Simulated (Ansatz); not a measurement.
# Run report: CF$_{3}$NOTi, molecular dynamics (part 1 of 3)

The run: molecular dynamics of CF$_{3}$NOTi, SMILES O=C=[N][Ti]([F])([F])[F]. Method and program: RKS revPBE-d3bj/6-31G* (Ansatz 0.2.0).

The geometry comes from this level: PBE0-D4/def2-TZVP.

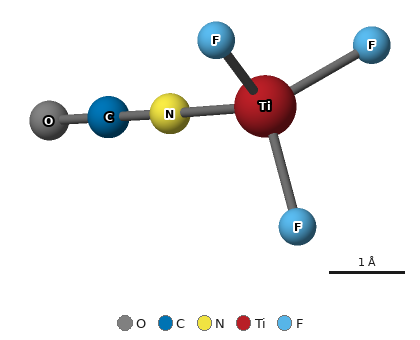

The starting structure (ball-and-stick view, seen at a tilt). Sticks mark near contacts. Bond lengths as drawn: C–N 1.20 Å, C–O 1.16 Å, F–Ti 1.74 Å and N–Ti 1.86 Å.

Input
```yaml
crystal:
  periodic: [false, false, false]
  atoms:
    - {symbol: O, position_ang: [0.487640, 3.012012, 0.816659]}
    - {symbol: C, position_ang: [0.310659, 1.908464, 0.510008]}
    - {symbol: N, position_ang: [0.126400, 0.761556, 0.190360]}
    - {symbol: Ti, position_ang: [-0.150756, -1.019021, -0.280158]}
    - {symbol: F, position_ang: [-1.375139, -1.710210, 0.746390]}
    - {symbol: F, position_ang: [1.332267, -1.910628, -0.089562]}
    - {symbol: F, position_ang: [-0.669772, -1.110073, -1.939396]}
basis:
  gaussian: {orbitals: "6-31G*"}
hamiltonian: {xc: {name: revPBE}, dispersion: d3bj}
md: {timestep: 0.5 fs, n_steps: 50, ensemble: nvt_nose_hoover, temperature: 300, initial_velocities: maxwell_boltzmann, seed: 464}
```

Run as:
```bash
ansatz run in.yaml --threads 4 --pin off --events-out ev --progress --plain --max-ram 11315MiB
```

Log
```
Functional definition: revPBE
  name "revPBE"
  cite "Zhang & Yang, Phys. Rev. Lett. 80, 890 (1998) doi:10.1103/PhysRevLett.80.890"
  cite "Perdew, Burke & Ernzerhof, Phys. Rev. Lett. 77, 3865 (1996) doi:10.1103/PhysRevLett.77.3865"
  parameter kappa = 1.245
  parameter beta = 0.06672455060314922
  exchange = pbe_x(kappa = kappa, mu = beta*pi^2/3)
  correlation = pbe_c(beta = beta)
1256 factors; their error is unknown
mean field evaluation 1: about -35825.7418 eV, gradient 8.8e1 eV
mean field evaluation 2: about -35421.8506 eV, gradient 4.8e2 eV
mean field evaluation 4: about -35824.1359 eV, gradient 8.6e1 eV
mean field evaluation 8: about -35839.1757 eV, gradient 7.0e-2 eV
mean field -35839.12005414 eV, -1317.0633693615 hartree, gradient 1.8e-5 eV, S^2 0.000000; 0 other end points of the search recorded, 0 dependent functions left out
the calculation of the forces begins
reference -35839.12014900 eV, -1317.0633728475 hartree; 35, 35 occupied and 91, 91 virtual orbitals, 1256 factors
md step     0: t =     0.00 fs  T =   300.0 K  F+E_penalty+E_count = -35839.45224463 eV  E_kin = 0.193890 eV  conserved = -35839.25835463 eV  (55 SCF iters)
these checks for a lower state are left out or cut short: starts, cluster_reference, orbital_swaps, neighbouring_geometries, increment
1256 factors; their error is unknown
mean field evaluation 16: about -35839.1205 eV, gradient 1.3e-1 eV
mean field -35839.12051480 eV, -1317.0633862904 hartree, gradient 1.3e-5 eV, S^2 0.000000; 0 other end points of the search recorded, 0 dependent functions left out
the calculation of the forces begins
reference -35839.12060967 eV, -1317.0633897769 hartree; 35, 35 occupied and 91, 91 virtual orbitals, 1256 factors
md step     1: t =     0.50 fs  T =   300.6 K  F+E_penalty+E_count = -35839.45261242 eV  E_kin = 0.194248 eV  conserved = -35839.25836463 eV  (33 SCF iters)
[... from here on the SCF iterations and repeated set-up lines of each step are left out, up to the last step ...]
md step     2: t =     1.00 fs  T =   301.6 K  F+E_penalty+E_count = -35839.45328020 eV  E_kin = 0.194904 eV  conserved = -35839.25837630 eV  (33 SCF iters)
md step     3: t =     1.50 fs  T =   302.8 K  F+E_penalty+E_count = -35839.45405940 eV  E_kin = 0.195673 eV  conserved = -35839.25838673 eV  (33 SCF iters)
md step     4: t =     2.00 fs  T =   303.9 K  F+E_penalty+E_count = -35839.45478001 eV  E_kin = 0.196385 eV  conserved = -35839.25839425 eV  (34 SCF iters)
md step     5: t =     2.50 fs  T =   304.7 K  F+E_penalty+E_count = -35839.45531870 eV  E_kin = 0.196920 eV  conserved = -35839.25839834 eV  (33 SCF iters)
md step     6: t =     3.00 fs  T =   305.1 K  F+E_penalty+E_count = -35839.45560125 eV  E_kin = 0.197199 eV  conserved = -35839.25840089 eV  (34 SCF iters)
md step     7: t =     3.50 fs  T =   305.1 K  F+E_penalty+E_count = -35839.45557852 eV  E_kin = 0.197173 eV  conserved = -35839.25840402 eV  (35 SCF iters)
md step     8: t =     4.00 fs  T =   304.5 K  F+E_penalty+E_count = -35839.45519365 eV  E_kin = 0.196782 eV  conserved = -35839.25840975 eV  (35 SCF iters)
md step     9: t =     4.50 fs  T =   303.2 K  F+E_penalty+E_count = -35839.45435146 eV  E_kin = 0.195930 eV  conserved = -35839.25841854 eV  (35 SCF iters)
md step    10: t =     5.00 fs  T =   300.9 K  F+E_penalty+E_count = -35839.45290501 eV  E_kin = 0.194472 eV  conserved = -35839.25842919 eV  (35 SCF iters)
md step    11: t =     5.50 fs  T =   297.4 K  F+E_penalty+E_count = -35839.45066701 eV  E_kin = 0.192220 eV  conserved = -35839.25844189 eV  (35 SCF iters)
md step    12: t =     6.00 fs  T =   292.4 K  F+E_penalty+E_count = -35839.44743344 eV  E_kin = 0.188975 eV  conserved = -35839.25845251 eV  (34 SCF iters)
md step    13: t =     6.50 fs  T =   285.6 K  F+E_penalty+E_count = -35839.44303191 eV  E_kin = 0.184567 eV  conserved = -35839.25845820 eV  (35 SCF iters)
md step    14: t =     7.00 fs  T =   276.8 K  F+E_penalty+E_count = -35839.43736649 eV  E_kin = 0.178903 eV  conserved = -35839.25845649 eV  (35 SCF iters)
md step    15: t =     7.50 fs  T =   266.1 K  F+E_penalty+E_count = -35839.43045646 eV  E_kin = 0.172004 eV  conserved = -35839.25844622 eV  (35 SCF iters)
md step    16: t =     8.00 fs  T =   253.8 K  F+E_penalty+E_count = -35839.42245797 eV  E_kin = 0.164026 eV  conserved = -35839.25842706 eV  (34 SCF iters)
md step    17: t =     8.50 fs  T =   240.2 K  F+E_penalty+E_count = -35839.41366663 eV  E_kin = 0.155264 eV  conserved = -35839.25840001 eV  (35 SCF iters)
md step    18: t =     9.00 fs  T =   226.1 K  F+E_penalty+E_count = -35839.40449990 eV  E_kin = 0.146134 eV  conserved = -35839.25836757 eV  (35 SCF iters)
md step    19: t =     9.50 fs  T =   212.2 K  F+E_penalty+E_count = -35839.39546254 eV  E_kin = 0.137136 eV  conserved = -35839.25833331 eV  (35 SCF iters)
md step    20: t =    10.00 fs  T =   199.3 K  F+E_penalty+E_count = -35839.38709889 eV  E_kin = 0.128814 eV  conserved = -35839.25829917 eV  (34 SCF iters)
md step    21: t =    10.50 fs  T =   188.3 K  F+E_penalty+E_count = -35839.37994660 eV  E_kin = 0.121700 eV  conserved = -35839.25826889 eV  (35 SCF iters)
md step    22: t =    11.00 fs  T =   179.9 K  F+E_penalty+E_count = -35839.37448504 eV  E_kin = 0.116273 eV  conserved = -35839.25824500 eV  (35 SCF iters)
md step    23: t =    11.50 fs  T =   174.7 K  F+E_penalty+E_count = -35839.37109363 eV  E_kin = 0.112910 eV  conserved = -35839.25822954 eV  (35 SCF iters)
md step    24: t =    12.00 fs  T =   173.1 K  F+E_penalty+E_count = -35839.37001865 eV  E_kin = 0.111855 eV  conserved = -35839.25822377 eV  (35 SCF iters)
md step    25: t =    12.50 fs  T =   175.2 K  F+E_penalty+E_count = -35839.37135193 eV  E_kin = 0.113201 eV  conserved = -35839.25822781 eV  (35 SCF iters)
md step    26: t =    13.00 fs  T =   180.8 K  F+E_penalty+E_count = -35839.37502412 eV  E_kin = 0.116879 eV  conserved = -35839.25824204 eV  (35 SCF iters)
md step    27: t =    13.50 fs  T =   189.8 K  F+E_penalty+E_count = -35839.38080747 eV  E_kin = 0.122662 eV  conserved = -35839.25826500 eV  (35 SCF iters)
md step    28: t =    14.00 fs  T =   201.4 K  F+E_penalty+E_count = -35839.38833446 eV  E_kin = 0.130186 eV  conserved = -35839.25829494 eV  (34 SCF iters)
md step    29: t =    14.50 fs  T =   215.0 K  F+E_penalty+E_count = -35839.39712543 eV  E_kin = 0.138973 eV  conserved = -35839.25832952 eV  (35 SCF iters)
md step    30: t =    15.00 fs  T =   229.7 K  F+E_penalty+E_count = -35839.40662558 eV  E_kin = 0.148471 eV  conserved = -35839.25836623 eV  (35 SCF iters)
md step    31: t =    15.50 fs  T =   244.6 K  F+E_penalty+E_count = -35839.41624689 eV  E_kin = 0.158095 eV  conserved = -35839.25840166 eV  (24 SCF iters)
md step    32: t =    16.00 fs  T =   258.8 K  F+E_penalty+E_count = -35839.42541595 eV  E_kin = 0.167275 eV  conserved = -35839.25843400 eV  (34 SCF iters)
md step    33: t =    16.50 fs  T =   271.5 K  F+E_penalty+E_count = -35839.43361521 eV  E_kin = 0.175494 eV  conserved = -35839.25846027 eV  (35 SCF iters)
md step    34: t =    17.00 fs  T =   282.1 K  F+E_penalty+E_count = -35839.44042417 eV  E_kin = 0.182333 eV  conserved = -35839.25847891 eV  (34 SCF iters)
md step    35: t =    17.50 fs  T =   290.1 K  F+E_penalty+E_count = -35839.44554680 eV  E_kin = 0.187497 eV  conserved = -35839.25848843 eV  (34 SCF iters)
md step    36: t =    18.00 fs  T =   295.3 K  F+E_penalty+E_count = -35839.44882840 eV  E_kin = 0.190831 eV  conserved = -35839.25848896 eV  (35 SCF iters)
md step    37: t =    18.50 fs  T =   297.6 K  F+E_penalty+E_count = -35839.45025476 eV  E_kin = 0.192319 eV  conserved = -35839.25848176 eV  (34 SCF iters)
md step    38: t =    19.00 fs  T =   297.2 K  F+E_penalty+E_count = -35839.44993544 eV  E_kin = 0.192066 eV  conserved = -35839.25846876 eV  (34 SCF iters)
md step    39: t =    19.50 fs  T =   294.4 K  F+E_penalty+E_count = -35839.44807354 eV  E_kin = 0.190275 eV  conserved = -35839.25845204 eV  (34 SCF iters)
md step    40: t =    20.00 fs  T =   289.7 K  F+E_penalty+E_count = -35839.44492810 eV  E_kin = 0.187201 eV  conserved = -35839.25843429 eV  (35 SCF iters)
md step    41: t =    20.50 fs  T =   283.3 K  F+E_penalty+E_count = -35839.44077521 eV  E_kin = 0.183116 eV  conserved = -35839.25841905 eV  (35 SCF iters)
md step    42: t =    21.00 fs  T =   275.8 K  F+E_penalty+E_count = -35839.43586969 eV  E_kin = 0.178277 eV  conserved = -35839.25840511 eV  (35 SCF iters)
md step    43: t =    21.50 fs  T =   267.5 K  F+E_penalty+E_count = -35839.43043255 eV  E_kin = 0.172902 eV  conserved = -35839.25839363 eV  (34 SCF iters)
md step    44: t =    22.00 fs  T =   258.7 K  F+E_penalty+E_count = -35839.42464341 eV  E_kin = 0.167173 eV  conserved = -35839.25838411 eV  (35 SCF iters)
md step    45: t =    22.50 fs  T =   249.5 K  F+E_penalty+E_count = -35839.41865295 eV  E_kin = 0.161242 eV  conserved = -35839.25837560 eV  (23 SCF iters)
md step    46: t =    23.00 fs  T =   240.2 K  F+E_penalty+E_count = -35839.41260237 eV  E_kin = 0.155250 eV  conserved = -35839.25836596 eV  (35 SCF iters)
md step    47: t =    23.50 fs  T =   231.1 K  F+E_penalty+E_count = -35839.40664560 eV  E_kin = 0.149356 eV  conserved = -35839.25835343 eV  (34 SCF iters)
md step    48: t =    24.00 fs  T =   222.4 K  F+E_penalty+E_count = -35839.40096476 eV  E_kin = 0.143737 eV  conserved = -35839.25834068 eV  (35 SCF iters)
md step    49: t =    24.50 fs  T =   214.4 K  F+E_penalty+E_count = -35839.39575925 eV  E_kin = 0.138593 eV  conserved = -35839.25832809 eV  (35 SCF iters)
these checks for a lower state are left out or cut short: starts, cluster_reference, orbital_swaps, neighbouring_geometries, increment
1256 factors; their error is unknown
mean field -35839.06793756 eV, -1317.0614541127 hartree, gradient 2.6e-5 eV, S^2 0.000000; 0 other end points of the search recorded, 0 dependent functions left out
the calculation of the forces begins
reference -35839.06803253 eV, -1317.0614576028 hartree; 35, 35 occupied and 91, 91 virtual orbitals, 1256 factors
1256 factors; their error is unknown
mean field evaluation 384: about -35837.1999 eV, gradient 2.4e1 eV
mean field -35839.06793756 eV, -1317.0614541127 hartree, gradient 2.6e-5 eV, S^2 0.000000; 1 other end points of the search recorded, 0 dependent functions left out
the calculation of the forces begins
reference -35839.06803253 eV, -1317.0614576028 hartree; 35, 35 occupied and 91, 91 virtual orbitals, 1256 factors
md step    50: t =    25.00 fs  T =   207.5 K  F+E_penalty+E_count = -35839.39122796 eV  E_kin = 0.134122 eV  conserved = -35839.25831778 eV  (24 SCF iters)
```

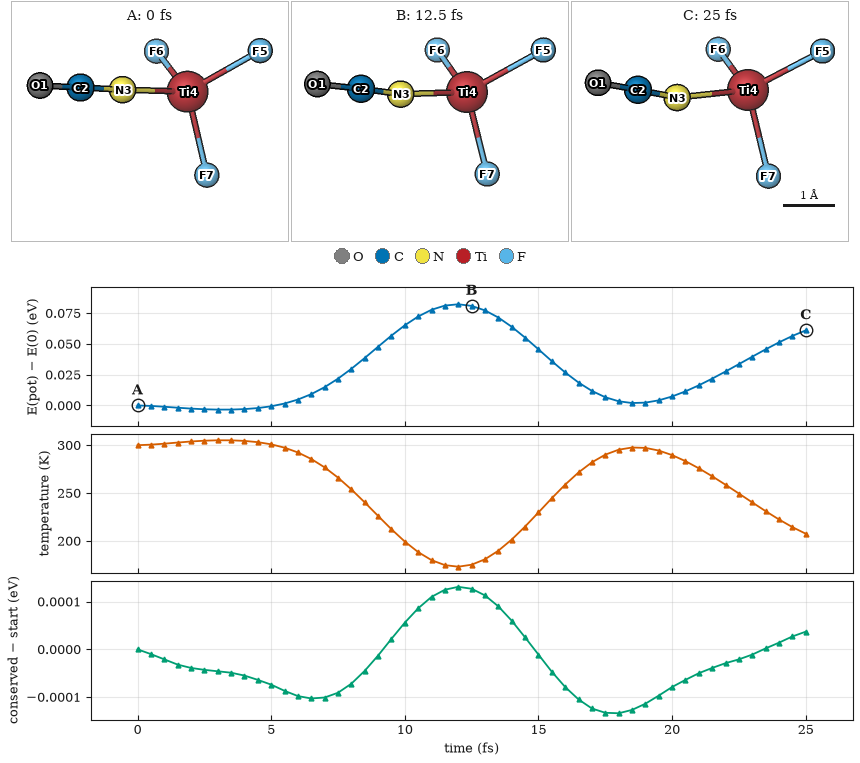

Frames of the molecular dynamics (ball-and-stick, seen at a tilt) above the curves, on which the letters mark them. The trajectory kept here has 51 frames over 25 fs. The temperature starts at 300 K, ranges from 173 to 305 K and averages 249 K over the second half. The potential energy ends 0.061 eV above its first value. The conserved quantity stays within 0.00027 eV. After an unweighted best fit of the last frame on the first, the root-mean-square displacement is 0.10 Å, and N3 has moved furthest (0.17 Å).

```
Total energy: -35839.39132294 eV, -1317.0733383059 hartree
Atom 0 at     0.488284     3.076859     0.898293 Å, force     0.161967     1.837471     0.675277 eV/Å
Atom 1 at     0.303696     1.995102     0.492603 Å, force     0.043507    -1.220255    -0.423241 eV/Å
Atom 2 at     0.166795     0.870969     0.044181 Å, force    -0.387038    -1.954195    -0.194660 eV/Å
Atom 3 at    -0.140600    -1.045815    -0.254813 Å, force     0.053666     1.197111    -1.244259 eV/Å
Atom 4 at    -1.391434    -1.767549     0.725138 Å, force     0.001903     0.073203     0.158892 eV/Å
Atom 5 at     1.341072    -1.979467    -0.073799 Å, force    -0.295885     0.206612    -0.024890 eV/Å
Atom 6 at    -0.713793    -1.106435    -1.947731 Å, force     0.421879    -0.139947     1.052881 eV/Å
Dipole moment:    -0.017326    -0.151877     0.072973 e Å
```

Trajectory as extended XYZ (Å, eV, eV/Å), 51 frames, from step=0 to step=50
```
7
Properties=species:S:1:pos:R:3:forces:R:3 step=0 time_fs=0.0 energy=-35839.45225 temperature=300.0
O     0.4876    3.0120    0.8167    0.4623   2.8841   0.8007
C     0.3107    1.9085    0.5100   -0.1438  -0.8981  -0.2489
N     0.1264    0.7616    0.1904   -0.2286  -1.4116  -0.3983
Ti   -0.1508   -1.0190   -0.2802   -0.0227  -0.1416  -0.0394
F    -1.3751   -1.7102    0.7464   -0.2823  -0.1747   0.2300
F     1.3323   -1.9106   -0.0896    0.3361  -0.2205   0.0390
F    -0.6698   -1.1101   -1.9394   -0.1210  -0.0377  -0.3831
7
Properties=species:S:1:pos:R:3:forces:R:3 step=1 time_fs=0.5 energy=-35839.45261 temperature=300.6
O     0.4885    3.0125    0.8179    0.4296   2.7749   0.7804
C     0.3078    1.9087    0.5099   -0.0707  -0.6280  -0.1835
N     0.1282    0.7639    0.1869   -0.2717  -1.5992  -0.4497
Ti   -0.1501   -1.0186   -0.2813   -0.0628  -0.1840   0.1493
F    -1.3772   -1.7126    0.7474   -0.1908  -0.1174   0.1528
F     1.3325   -1.9122   -0.0891    0.3134  -0.2025   0.0306
F    -0.6698   -1.1097   -1.9365   -0.1470  -0.0438  -0.4798
7
Properties=species:S:1:pos:R:3:forces:R:3 step=2 time_fs=1.0 energy=-35839.45328 temperature=301.6
O     0.4895    3.0135    0.8192    0.3859   2.6037   0.7425
C     0.3049    1.9089    0.5098    0.0094  -0.3144  -0.1048
N     0.1299    0.7660    0.1834   -0.3098  -1.7608  -0.4949
Ti   -0.1494   -1.0181   -0.2824   -0.1010  -0.2339   0.3343
F    -1.3794   -1.7149    0.7484   -0.1010  -0.0609   0.0772
F     1.3328   -1.9137   -0.0886    0.2897  -0.1838   0.0220
F    -0.6699   -1.1093   -1.9337   -0.1731  -0.0498  -0.5763
```
